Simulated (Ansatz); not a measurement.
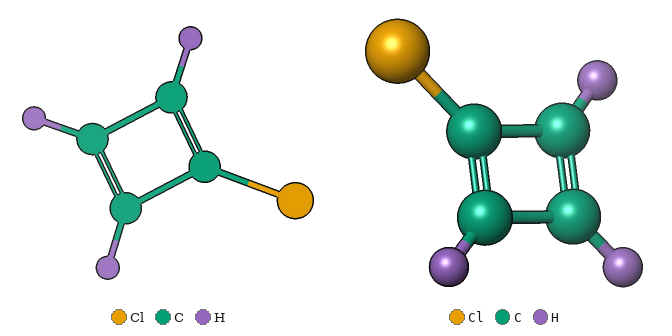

The same structure drawn twice, from different directions.

Computed geometry: PBE0-D4/def2-TZVP optimisation.

Describe the molecule.

Formula C₄H₃Cl. As SMILES it reads `ClC1=CC=C1`. Independent rings (smallest set): 1 of 4 members. Among its groups: alkene, C–Cl bond. All atoms lie on one plane.

More results for the same structure follow; atom numbers are the same in all pictures, views and colours differ.

## Geometry

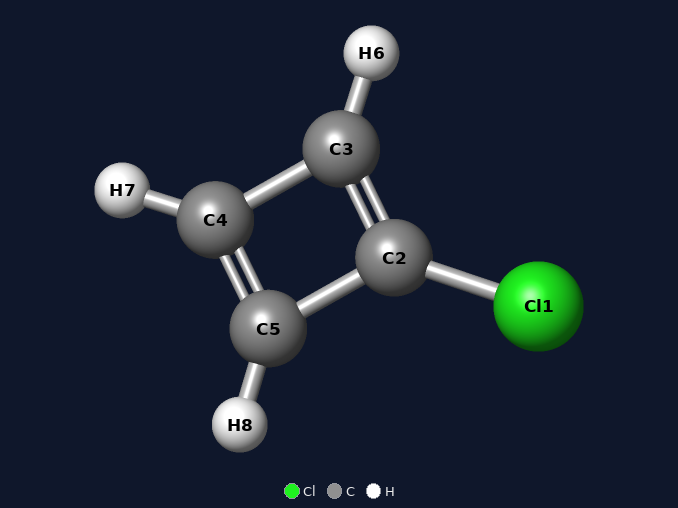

Atoms carry their numbers in the input.

Question: Which bond is the longest?

Answer: Cl1–C2, 1.688 Å.

Question: What is the dihedral angle C3–C4–C5–C2?

Answer: 0° in size, that is syn (eclipsed).

## Thermal motion

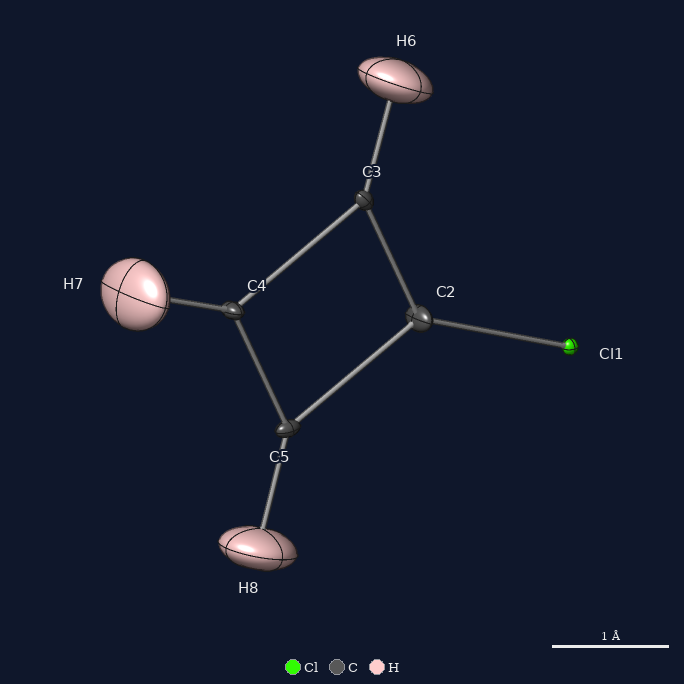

Displacement ellipsoids at the 50 % level, enlarged 1.5 times, from the internal vibrations of the free molecule (harmonic, no overall translation or rotation; no half-axis is drawn under 0.075 Å). Vibrations computed with RKS PBE0-D4/def2-TZVP (Ansatz 0.2.0). Temperature: 298 K.

Give the displacement parameters, one line for each set of equivalent atoms.

```
atom  U_eq (Å²)   rms amplitudes (Å)
 Cl1    0.00047  0.018, 0.020, 0.026
  C2     0.0032  0.032, 0.049, 0.078
  C3     0.0015  0.035, 0.037, 0.045
  C4     0.0019  0.031, 0.038, 0.058
  C5     0.0017  0.030, 0.037, 0.053
  H6     0.0171  0.078, 0.140, 0.160
  H7     0.0203  0.079, 0.132, 0.193
  H8     0.0173  0.076, 0.147, 0.157
```

## Levels of theory compared

Program: Ansatz 0.2.0.

Compare HOMO–LUMO gap (eV) at these levels: B3LYP-D4/def2-TZVPP; PBE-D4/def2-TZVPP; SPW92 (LDA)/def2-TZVPP; revPBE-D4/def2-TZVPP; ωB97M-V/def2-QZVPP; ωB97M-V/def2-TZVPP; ωB97X-V/def2-TZVPP.

```tsv
level	HOMO–LUMO gap (eV)
B3LYP-D4/def2-TZVPP	3.48
PBE-D4/def2-TZVPP	1.88
SPW92 (LDA)/def2-TZVPP	1.84
revPBE-D4/def2-TZVPP	1.90
ωB97M-V/def2-QZVPP	8.22
ωB97M-V/def2-TZVPP	8.28
ωB97X-V/def2-TZVPP	8.45
```

## Dipole moment

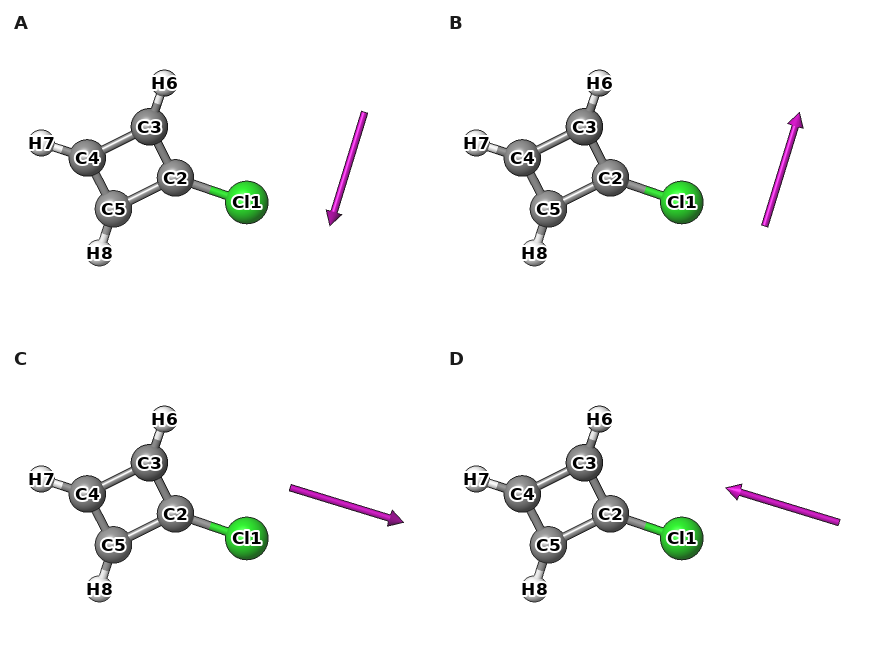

The same molecule four times, each with an arrow. Method: RKS PBE0-D4/def2-TZVP (Ansatz 0.2.0).

Question: Which arrow points along the dipole moment, from the negative to the positive end?

Answer: D. The dipole moment is 1.20 D; it points from the side of Cl1 to the side of H7 (the outermost atoms at the two ends).
